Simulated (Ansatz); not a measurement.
The calculation's input:

```
basis:
  gaussian: {orbitals: def2-TZVPD}
crystal:
  periodic: [false, false, false]
  atoms:
    - {symbol: C, position_ang: [0.025929, 0.329351, 0.527105]}
    - {symbol: C, position_ang: [-0.628317, -0.729587, 0.094383]}
    - {symbol: Ge, position_ang: [0.911114, 1.761283, 1.111284]}
    - {symbol: H, position_ang: [-0.374490, -1.743485, 0.412142]}
    - {symbol: H, position_ang: [-1.462376, -0.654622, -0.607134]}
output: {forces: true, orbitals: {seedname: orbitals}}
hamiltonian: {xc: pbe0}
```

Run with:

```sh
ansatz run input.yaml --threads 2 --pin off --max-ram 4350MiB --events-out events.jsonl --progress --plain --runs-dir runs
```

Geometry: r2SCAN-D4/def2-TZVP.

Method: Ansatz, isolated molecule in a Gaussian basis; Kohn-Sham density functional theory, functional PBE0.

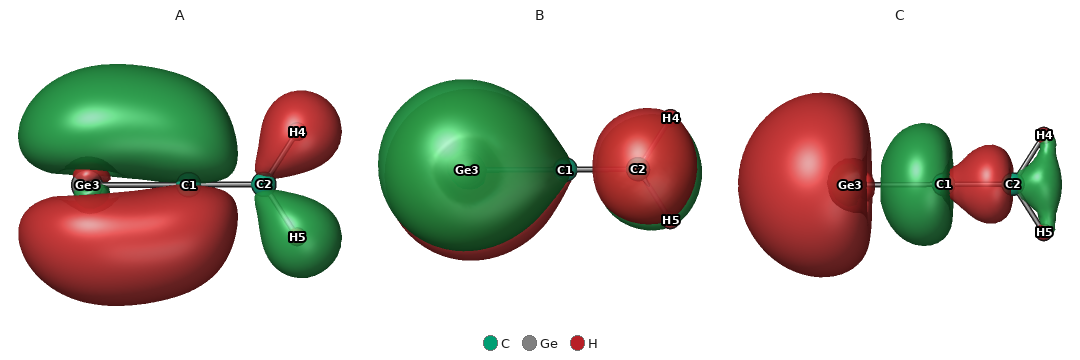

C2H2Ge. Three frontier orbitals at ±0.08 Å⁻³ᐟ² (green and red are the two phases), in no order.

### Which picture is the HOMO−1, the HOMO and the LUMO?

C is the HOMO−1 (−8.20 eV). It lies mainly on Ge3 (about 75 %) and C1 (about 20 %); it is symmetric in the molecular plane (an in-plane orbital: σ, lone-pair or in-plane π type). A is the HOMO (−5.89 eV). It lies mainly on Ge3 (about 45 %), C1 (about 40 %) and C2 (about 5 %); it is symmetric in the molecular plane (an in-plane orbital: σ, lone-pair or in-plane π type). B is the LUMO (−2.97 eV). Its weight (Hirshfeld) is mainly on Ge3 (about 70 %), C2 (about 20 %) and C1 (about 10 %); it changes sign across the molecular plane (π type); π-antibonding (a node) across C1–C2.

### What is the HOMO–LUMO gap?

2.92 eV between the orbital energies.
